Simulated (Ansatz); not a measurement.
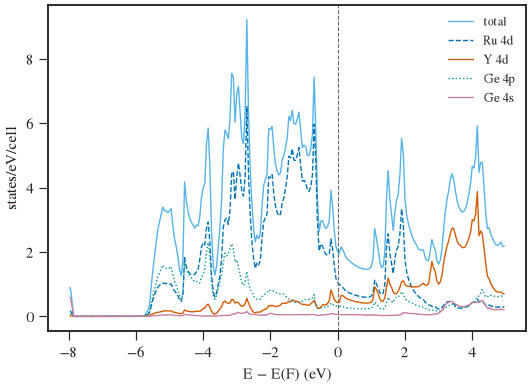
Total and projected density of states of YGe₂Ru₂ in space group I4/mmm (No. 139; Y on 2a, Ru on 4d, Ge on 4e), r²SCAN (plane waves, PAW; program Ansatz)

Q: Which orbitals carry the states next to the Fermi level?

A: Within 0.5 eV of the Fermi level: Ru 4d 57 %, Y 4d 21 %, Ge 4p 13 %. Projections are on Löwdin-orthogonalised atomic valence shells; empty p or d shells of many metals are not among them.

Q: Where is the tallest occupied peak in this window, and what makes it?

A: Near -2.7 eV, about 9.2 states/eV per cell; the largest projected share is Ru 4d.

The workflow started from an entry of the Crystallography Open Database (COD). Its standing as an ambient phase is unchecked. Symmetry was held in the r²SCAN relaxation; its stability against distortions is not shown here. The run is not spin-polarised. Spin–orbit coupling is left out wherever it is not named.

Potentials: the later of the program's two PAW sets.
